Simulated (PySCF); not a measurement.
**C3H8BFGe (SMILES C=CC[B](F)[GeH3]): density, localisation and related maps**

The calculation's input:

```
{"job": {"kind": "uv", "xc": "CAM-B3LYP", "basis": "def2-SVPD", "nstates": 8, "ntriplets": 3}, "charge": 0, "multiplicity": 1}
C     -2.221766    -0.819457     0.515790
C     -1.104499    -0.508913    -0.113690
C     -0.602132     0.884693    -0.322421
B      0.819349     1.150840     0.313764
F      1.188679     2.408619     0.468542
Ge     2.118146    -0.300805     0.873831
H     -2.877364    -0.062428     0.914884
H     -2.533460    -1.840175     0.654545
H     -0.464376    -1.291051    -0.508271
H     -1.339537     1.610687     0.030119
H     -0.502052     1.060150    -1.401635
H      1.582497    -1.239641     1.904213
H      3.416751     0.171999     1.440389
H      2.519085    -1.224991    -0.232177
```

Run with:

```sh
OMP_NUM_THREADS=1 python probes_run.py task.json out
```

Geometry: GFN2-xTB.

Theory: CAM-B3LYP/def2-SVPD, SCF density, gas phase in PySCF.

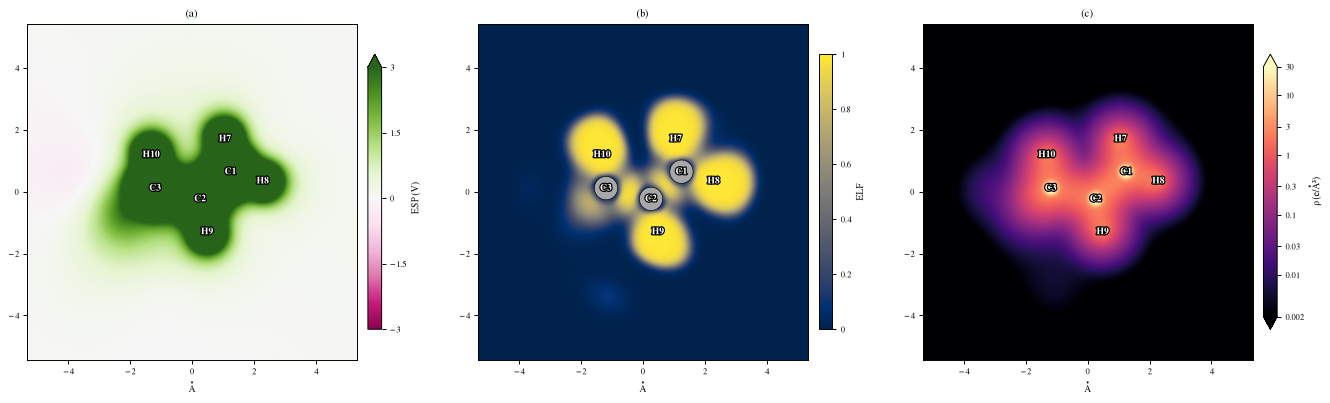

Figure 1. (a) molecular electrostatic potential; (b) ELF; (c) total electron density on the plane of atoms C2, C1 and H8. Grey discs cover the atomic cores in the ELF map.

> Describe what can be read from this map.

The plane passes through C and H nuclei. C–C (1.32 Å): ρ at the midpoint is about 2.4 e/Å³; the ELF peaks at about 0.95 between the atoms: a multiple bond. C–H (1.08 Å): ρ at the midpoint is about 2 e/Å³; the ELF climbs to about 1 towards the hydrogen, as it does in any bond to H (a covalent bond by its length). C–C (1.50 Å): ρ is about 1.7 e/Å³ halfway; the ELF peaks at about 0.95 between the atoms (a covalent bond). The potential has no marked negative region in this plane.

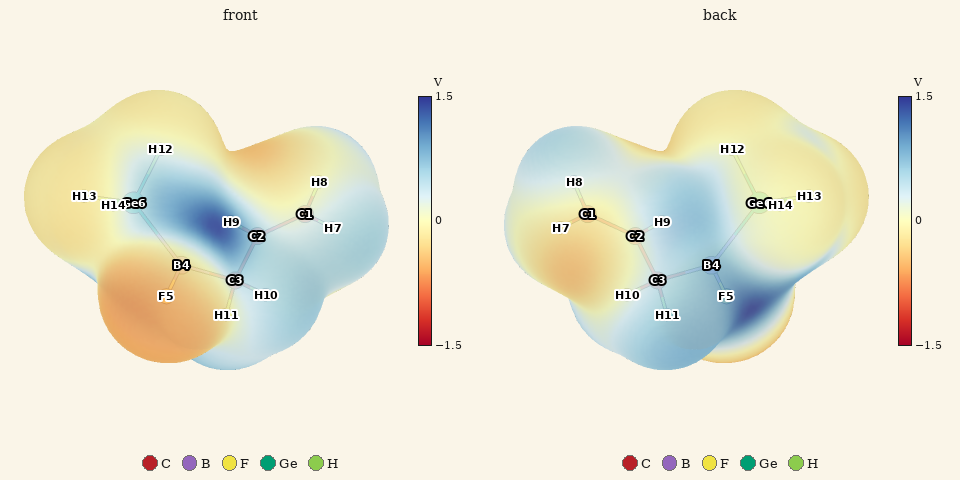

Figure 2. The electrostatic potential painted on the density surface at 0.001 e/bohr³, seen from the front and from behind; the colour scale runs from red (negative) to blue (positive).

> Describe the electrostatic potential map.

The most negative region (about −0.6 V) lies over F5, the most positive (about +1.3 V) over B4.
